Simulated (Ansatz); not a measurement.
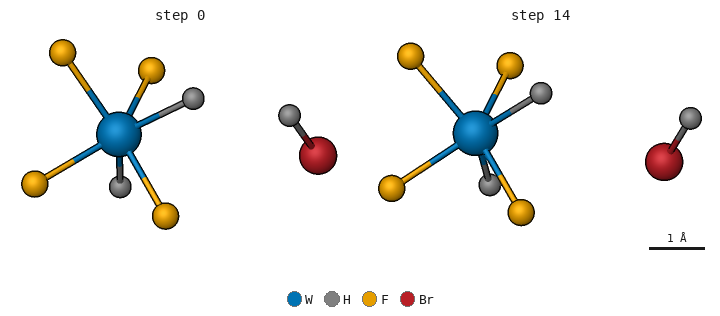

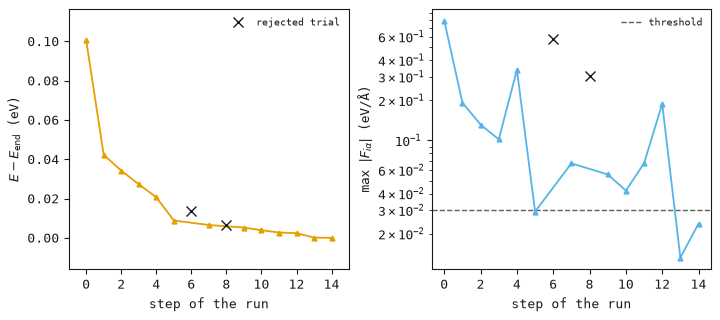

First and last geometry of a relaxation of WH$_{3}$BrF$_{4}$, with the history of the run. Style: ball-and-stick. Shown face on.

The run prepares an end point of a later path (reaction) calculation, from a guessed geometry.

Theory: RKS PBE/def2-SVP in Ansatz 0.2.0. (no spin polarisation; force threshold 0.03 eV/Å; at most 50 steps)

### Read the history and describe the run.

It converged. An H atom moves most after the best rigid fit: 0.77 Å. Largest moves by element: H 0.77 Å, Br 0.29 Å, F 0.24 Å, W 0.07 Å. Near-neighbour distances that change, for instance: Br–H 1.508 → 1.437 Å, H–W 1.721 → 1.714 Å. Bond angles that change, for instance: F–W–F 129.3° → 131.5°. Over 12 accepted moves (14 points after the start) the energy falls by 0.101 eV. Largest force component: 0.79 eV/Å at the start, 0.024 eV/Å at the end. The line search rejected the trial steps at points 6, 8 of the run. The forces were under the threshold at step 5, but the run went on from there. Cost: 25 s on 4 threads of Arm Neoverse V2 (shared host), peak memory 0.2 GiB.
